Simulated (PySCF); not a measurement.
**doublet OH: levels of theory compared**

Aim: a comparison of 6 runs (U-wB97X-V/6-31G*, UB3LYP/6-31G*, UPBE/6-31G*, UCISD/6-31G*, UCCSD(T)/6-31G*, FCI/6-31G*) of doublet OH. Input form: a Python script.

The calculation is run with PySCF 2.14.0.

7 further runs of the same task are left out: 7 set aside as unsound or not needed.

## 1. Starting point

OH has 2 atoms, charge 0, and is taken as a doublet. SMILES of the parent species: `[OH-]`. Geometry: relaxed at PBE0-D4/def2-TZVPD. That shape belongs to the parent species and isn't relaxed for this state.

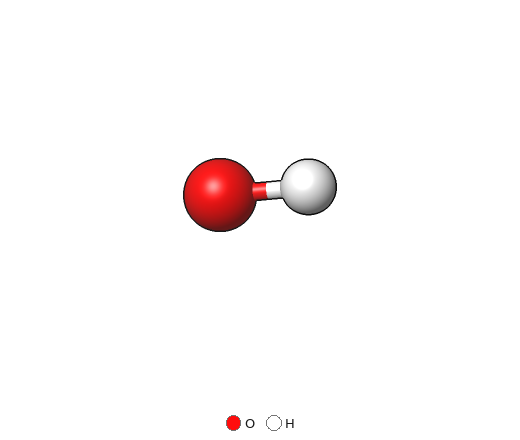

Viewed from a chosen angle; oxygen red, hydrogen white.

## 2. A single-point energy at U-wB97X-V/6-31G(d) (spherical functions) (run 1)

calc.py

```python
from pyscf import gto, dft

molecule = gto.Mole()
molecule.atom = [
    ('O', (0.411800, -0.131800, 0.212500)),
    ('H', (-0.411800, 0.131800, -0.212500)),
]
molecule.basis = '6-31g*'
molecule.max_memory = 1860
molecule.spin = 1
molecule.verbose = 3
molecule.build()

mf = dft.UKS(molecule)
mf.xc = 'wb97x-v'
mf.grids.level = 5
mf.nlcgrids.level = 1
mf.conv_tol = 1e-10
mf.kernel()
if not mf.converged:
    mf = mf.newton().run(mf.mo_coeff, mf.mo_occ)

energy = mf.e_tot
print('E = %.10f Eh' % energy)
```

Run with:

```
$ OMP_NUM_THREADS=1 python calc.py
```

The log of the run:

```text
converged SCF energy = -75.6921941660665  <S^2> = 0.75182695  2S+1 = 2.0018261
E = -75.6921941661 Eh
```

It took 3.9 s on 1 thread of Arm Neoverse V1, shared host; peak memory 0.17 GiB.

## 3. The energy at UB3LYP/6-31G(d) (spherical functions) (run 2)

input.py

```python
from pyscf import gto, dft

mol = gto.M(
    atom='''
O    0.411800  -0.131800   0.212500
H   -0.411800   0.131800  -0.212500
''',
    spin=1,
    verbose=4,
    basis='6-31g*',
    max_memory=1860,
)

mf = dft.UKS(mol)
mf.xc = 'b3lyp'
mf.grids.level = 5
mf.conv_tol = 1e-10
mf.kernel()
if not mf.converged:
    mf = mf.newton().run(mf.mo_coeff, mf.mo_occ)

e_final = mf.e_tot
print(f'total energy: {e_final:.8f} hartree')
```

Run with:

```
$ OMP_NUM_THREADS=1 python input.py
```

The log of the run:

```text
PySCF version 2.14.0

[INPUT] num. atoms = 2
[INPUT] num. electrons = 9
[INPUT] charge = 0
[INPUT] spin (= nelec alpha-beta = 2S) = 1
[INPUT] symmetry False subgroup None
[INPUT] Mole.unit = angstrom
[INPUT] Symbol           X                Y                Z      unit          X                Y                Z       unit  Magmom
[INPUT]  1 O      0.411800000000  -0.131800000000   0.212500000000 AA    0.778189218096  -0.249065903218   0.401566801470 Bohr   0.0
[INPUT]  2 H     -0.411800000000   0.131800000000  -0.212500000000 AA   -0.778189218096   0.249065903218  -0.401566801470 Bohr   0.0

nuclear repulsion = 4.39356704194782
number of shells = 8
number of NR pGTOs = 31
number of NR cGTOs = 16
basis = 6-31g*
ecp = {}

[... 33 lines left out ...]
WARN: beta  nocc = 4  HOMO -0.390645832703108 >= LUMO -0.390645830114944
[... 38 lines left out ...]
converged SCF energy = -75.7211987116193  <S^2> = 0.7518687  2S+1 = 2.0018678
total energy: -75.72119871 hartree
```

Run time: 1.8 s. Hardware: 1 thread of Arm Neoverse V1, shared host; peak memory 0.17 GiB.

## 4. A single-point energy at UPBE/6-31G(d) (spherical functions) (run 3)

job.py

```python
from pyscf import gto, dft

mol = gto.Mole()
mol.atom = 'O 0.411800 -0.131800 0.212500; H -0.411800 0.131800 -0.212500'
mol.verbose = 3
mol.spin = 1
mol.basis = '6-31g*'
mol.max_memory = 1860
mol.charge = 0
mol.build()

myscf = dft.UKS(mol, xc='pbe')
myscf.grids.level = 5
myscf.conv_tol = 1e-10
myscf.kernel()
if not myscf.converged:
    myscf = myscf.newton().run(myscf.mo_coeff, myscf.mo_occ)

e_final = myscf.e_tot
print('E(%s) = %.9f' % ('PBE', e_final))
```

Run with:

```
$ OMP_NUM_THREADS=1 python job.py
```

The log of the run:

```text
converged SCF energy = -75.6341116794922  <S^2> = 0.75159495  2S+1 = 2.0015943
E(PBE) = -75.634111679
```

Run time: 1.6 s. Hardware: 1 thread of Arm Neoverse V1, shared host; peak memory 0.17 GiB.

Runs 4 to 5 aren't shown in full; the table further down has their settings and results.

## 5. A single-point energy at FCI/6-31G(d) (spherical functions) (run 6)

job.py

```python
from pyscf import gto, scf, mcscf

molecule = gto.Mole()
molecule.atom = '''
O      0.411800    -0.131800     0.212500
H     -0.411800     0.131800    -0.212500
'''
molecule.max_memory = 1860
molecule.basis = '6-31g*'
molecule.spin = 1
molecule.charge = 0
molecule.verbose = 3
molecule.build()

calc0 = scf.ROHF(molecule)
calc0.conv_tol = 1e-10
calc0.kernel()
if not calc0.converged:
    calc0 = calc0.newton().run(calc0.mo_coeff, calc0.mo_occ)

cas = mcscf.CASCI(calc0, calc0.mo_coeff.shape[-1] - 1, (molecule.nelec[0] - 1, molecule.nelec[1] - 1))  # full CI above the frozen core
cas.fix_spin_(ss=0.75)
cas.kernel()
etot = cas.e_tot
print('E(%s) = %.9f' % ('FCI', etot))
```

Run with:

```
$ OMP_NUM_THREADS=1 python job.py
```

The log of the run:

```text
converged SCF energy = -75.3771312858038
CASCI E = -75.5345706941709  E(CI) = -19.7284772715311  S^2 = 0.7500000
E(FCI) = -75.534570694
```

Run time: 22 s. Hardware: 1 thread of Arm Neoverse V1, shared host; peak memory 0.23 GiB.

## 6. All runs side by side

| run | level | nlc grid | integration grid | energy (Eh) | dipole moment (D) of the reference | HOMO energy (eV) | LUMO energy (eV) | wall time |
| --- | --- | --- | --- | --- | --- | --- | --- | --- |
| 1 | U-wB97X-V/6-31G* (spherical functions) | 1 | 5 | -75.692194 | 1.78 | -11.18 | -1.16 | 3.9 s |
| 2 | UB3LYP/6-31G* (spherical functions) | – | 5 | -75.721199 | 1.76 | -8.21 | -4.17 | 1.8 s |
| 3 | UPBE/6-31G* (spherical functions) | – | 5 | -75.634112 | 1.72 | -6.44 | -5.63 | 1.6 s |
| 4 | UCISD/6-31G* (spherical functions) | – | – | -75.528734 | 1.89 | -13.72 | 3.60 | 0.87 s |
| 5 | UCCSD(T)/6-31G* (spherical functions) | – | – | -75.534140 | 1.89 | -13.72 | 3.60 | 0.95 s |
| 6 | FCI/6-31G* (spherical functions) | – | – | -75.534571 | 1.89 | – | – | 22 s |

## 7. Results

| quantity | value |
| --- | --- |
| run 6: total energy | -75.53457 Eh |
| run 6: dipole moment (Hartree–Fock density) | 1.89 D |
| run 6: correlation energy (1 core orbital frozen) | -157.4 mEh |

In words: Against full CI in this basis: UCISD +5.8 mEh; UCCSD(T) +0.4 mEh. Over runs 1, 2, 3 the dipole moment (its size) runs from 1.72 D (UPBE/6-31G*) to 1.78 D (U-wB97X-V/6-31G*). Totals of different functionals can't be ranked against each other. All runs together took 31 s, the longest 22 s.
